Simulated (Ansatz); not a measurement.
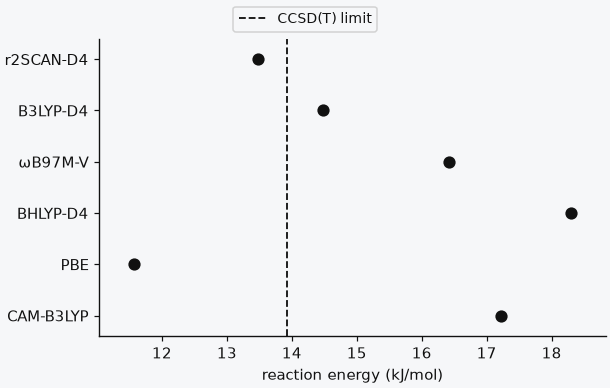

Electronic reaction energy of ZrHOCl₃ ([OH][Zr]([Cl])([Cl])[Cl]) + TiH₃O₃F ([OH][Ti]([OH])([OH])[F]) → ZrCl₃F ([F][Zr]([Cl])([Cl])[Cl]) + TiH₄O₄ ([OH][Ti]([OH])([OH])[OH]) (SMILES in brackets) at several levels (functionals in def2-TZVPP unless a basis is named), isolated molecules at PBE0-D4 triple-zeta geometries, minima by their frequencies, no zero-point or thermal terms, the Ansatz code. The line is frozen-core CCSD(T) at the basis limit (MP2 extrapolated from triple and quadruple zeta, plus CCSD(T) less MP2 in a smaller set). No dispersion term is added to PBE and CAM-B3LYP. Core potentials past Kr.

What do zero-point energy and temperature add?

Answer. Zero-point change 1.8 kJ/mol; at 298.15 K and 1 bar the CCSD(T) limit plus thermal terms gives an enthalpy of reaction of 14.4 and a free energy of 19.0 kJ/mol (harmonic PBE0-D4 modes, ideal gas).

Give the values.

Answer.
| level | kJ/mol | less CCSD(T) limit |
| --- | --- | --- |
| r2SCAN-D4 | 13.5 | −0.4 |
| B3LYP-D4 | 14.5 | 0.6 |
| ωB97M-V | 16.4 | 2.5 |
| BHLYP-D4 | 18.3 | 4.4 |
| PBE | 11.6 | −2.3 |
| CAM-B3LYP | 17.2 | 3.3 |
| CCSD(T) limit | 13.9 | 0.0 |

Caveats: no scalar relativity up to krypton; outer-core shells are correlated without core-valence functions, which makes the correlated values less sure.
